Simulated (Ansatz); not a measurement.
Electronic density of states of amorphous silicon oxynitride (Si$_{30}$O$_{12}$N$_{32}$), density 2.62 g/cm³, on a 2×2×2 Γ-centred mesh with a Gaussian width of 0.1 eV; energies count from the Fermi level, whose place inside the gap is arbitrary. Cell and mesh are small, so fine structure isn't converged. The numbers are results of PBE, scalar-relativistic without spin-orbit coupling (plane waves to 420 eV, PAW; Ansatz, a first-principles code), not measurements. Sampling: a 2×2×2 Γ-centred mesh; Fermi-Dirac width 0.02 eV; no spin polarisation. At PBE the levels at the filled edge of the gap are localised (band-tail or defect states), and the nearest spread-out levels lie 3.1 eV apart at the zone centre.

A CHGNet melt-quench gave the starting glass, which DFT then relaxed. O and N atoms were pushed apart under 1.9 Å during the dynamics, to hinder bonds among them. The hot cell started wider than the set density and was brought back towards it in steps. It is the lowest in DFT energy of 2 quenches. It is a model cell: composition and starting density were chosen by hand, and all elements were melted together. No dispersion term was used. Its density started from a set value of 2.44 and ended at 2.62 g/cm³. The quench (nominally 150 K/ps over its main leg) was far faster than any real one, so the model tends to hold more defects than a real film. A cell of this size samples the disorder only roughly. Volume and shape were free in the relaxation.

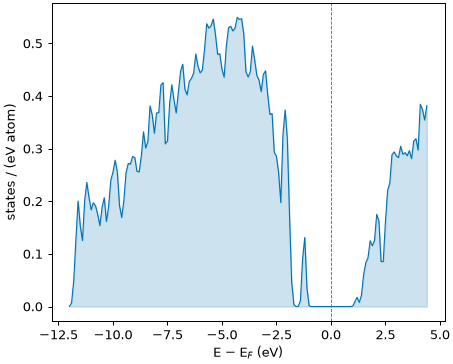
Figure: Density of states per atom

The level gap on this mesh is 2.40 eV; the broadening fills part of it in the curve.
